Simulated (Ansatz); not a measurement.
## Electronic structure of BrF5W···HF in real space

Input file:

```
crystal:
  periodic: [false, false, false]
  atoms:
    - { symbol: W, position_ang: [0.341368, 0.348294, -0.329605] }
    - { symbol: F, position_ang: [-0.229774, -0.330591, 2.601096] }
    - { symbol: F, position_ang: [1.896886, 0.112475, -1.337417] }
    - { symbol: F, position_ang: [0.072995, 1.886263, -1.356614] }
    - { symbol: F, position_ang: [-1.287064, 0.68974, 0.493844] }
    - { symbol: F, position_ang: [0.704359, -1.29728, 0.447994] }
    - { symbol: F, position_ang: [-0.602943, -0.583953, -1.646613] }
    - { symbol: Br, position_ang: [1.669611, 1.738363, 1.337809] }
    - { symbol: H, position_ang: [0.181663, 0.298388, 3.149606] }
basis:
  gaussian: { orbitals: def2-SVP }
hamiltonian:
  xc: pbe
relax:
  f_tol: 0.03
  max_steps: 50
output:
  orbitals: {}
```

Run with:

```sh
ansatz run input.yaml --threads 4 --pin off --max-ram 5120MiB --backend cpu --events-out ev --progress --plain --runs-dir out
```

The fields are those of the run's last geometry, not of the input's.

Core potentials replace the inner electrons of W.

The calculation used RKS PBE/def2-SVP in Ansatz 0.2.0.

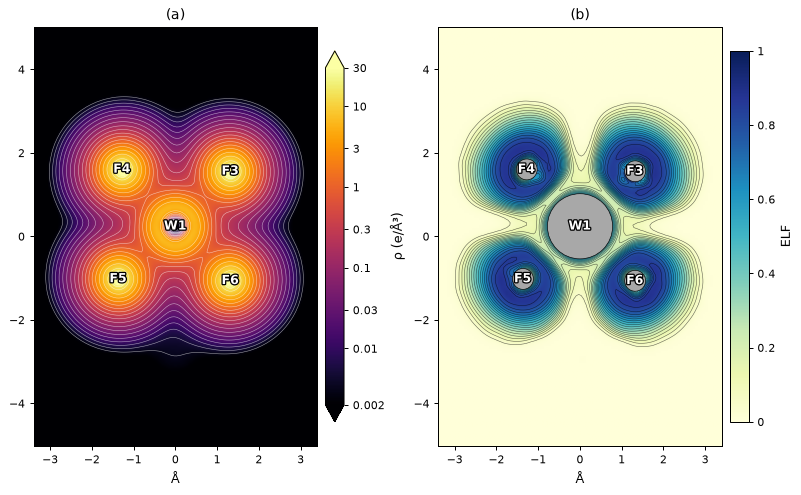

Figure 1. (a) electron density; (b) ELF on the plane of atoms F4, W1 and F5. Grey discs cover the atomic cores in the ELF map.

**What do the fields say about this system?**

The plane passes through W and F nuclei.
W–F (1.86 Å): ρ is about 1.1 e/Å³ halfway; the ELF peaks at about 0.85 in the valence shell of F, 0.5 Å from its nucleus, and drops to about 0.25 between the two atoms.

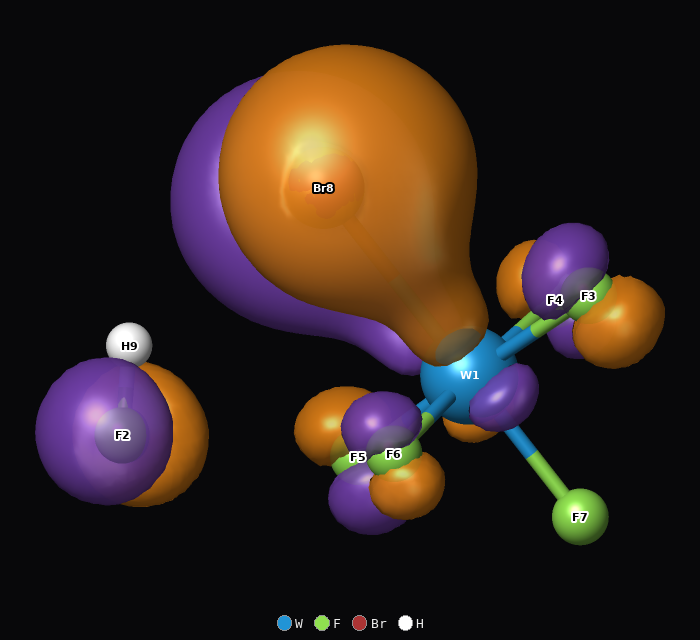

Figure 2. The HOMO−1 at ±0.08 Å⁻³ᐟ² (orange and purple are the two phases), seen across its widest extent.

**Describe this orbital and give its energy.**

Its weight (Hirshfeld) is mainly on Br8 (about 75 %) and F2 (about 10 %); largely a lone pair of Br8. Its energy is −8.55 eV.

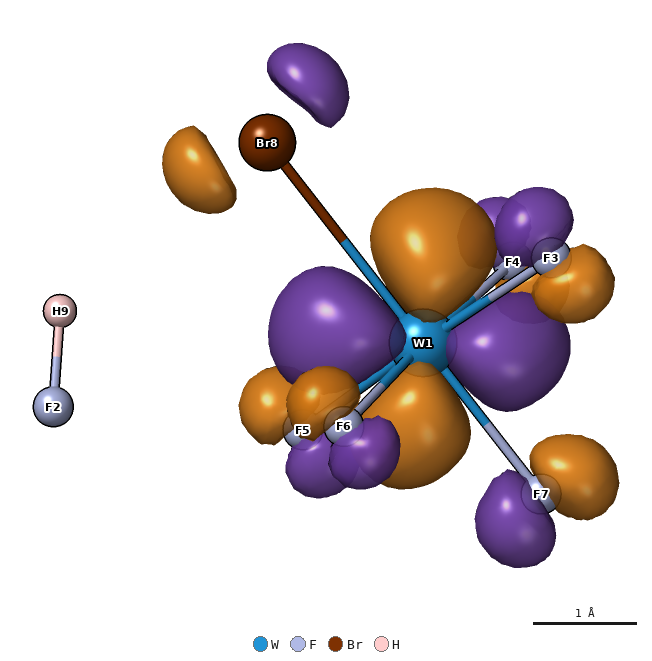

Figure 3. The LUMO at ±0.15 Å⁻³ᐟ² (orange and purple are the two phases), seen across its widest extent.

**What is the character of this orbital?**

It lies mainly on W1 (about 60 %), Br8 (about 10 %) and F7 (about 10 %). Its energy is −5.71 eV.
